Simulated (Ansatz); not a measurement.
**GeH₄NO radical: how energies converge with the basis set**

How large a basis does GeH₄NO radical need? Two functionals are run in growing sets.

Program: Ansatz 0.2.0, Gaussian basis. Level of theory: one geometry, several basis sets. These are calculated values, not measurements.

The runs, in order: PBE0-D4/def2-SVP; ωB97M-V/def2-SVP; PBE0-D4/def2-QZVPP; ωB97M-V/def2-QZVPP; the functionals' def2-TZVPP values are taken from earlier runs.

### 1 The relaxed structure

All runs share one geometry, relaxed beforehand with PBE0-D4 in a triple-zeta def2 set.

7 atoms, charge 0, spin multiplicity 2.

Atoms are counted from 1 here; the program's logs count them from 0.

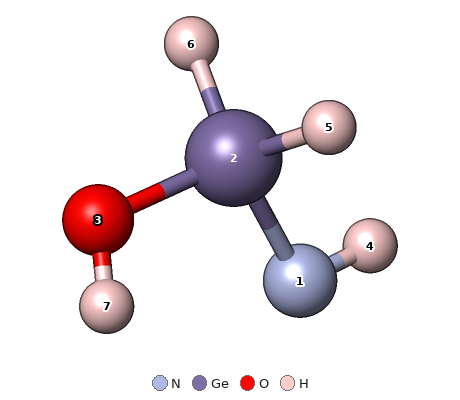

The geometry (nitrogen light blue, germanium purple, oxygen red, hydrogen pink); atoms are numbered from 1 in the order of the file.

### 2 PBE0-D4 in def2-SVP

in.yaml

```yaml
crystal:
  periodic: [false, false, false]
  atoms:
    - {symbol: N, position_ang: [-1.180001, -0.629604, -0.704335]}
    - {symbol: Ge, position_ang: [0.091826, 0.357854, 0.227285]}
    - {symbol: O, position_ang: [1.488064, -0.708494, 0.454167]}
    - {symbol: H, position_ang: [-2.073683, -0.127326, -0.724697]}
    - {symbol: H, position_ang: [0.468549, 1.575305, -0.644215]}
    - {symbol: H, position_ang: [-0.348330, 0.758218, 1.642881]}
    - {symbol: H, position_ang: [1.614777, -1.293953, -0.296687]}
basis:
  gaussian: {orbitals: def2-SVP}
magnetization: {spin_polarized: true, initial_magnetization: 1}
hamiltonian: {xc: pbe0, dispersion: d4}
output: {orbitals: {seedname: orbitals}}
```

The runs that follow: ωB97M-V in def2-SVP; PBE0-D4 in def2-QZVPP; ωB97M-V in def2-QZVPP.

**Question.** What will the summary of the whole plan be? Wanted: PBE0-D4: double and triple zeta above quadruple; ωB97M-V: double and triple zeta above quadruple.

As calculated:

```
                                       quantity           value
PBE0-D4: double and triple zeta above quadruple  13.19, 1.45 eV
ωB97M-V: double and triple zeta above quadruple  13.27, 1.41 eV
```

In words: For PBE0-D4 the step from double to triple zeta gains 11.73 eV and the next only 1.45 eV. These are total energies; as a rule much of such shifts cancels in differences, which this series doesn't test.
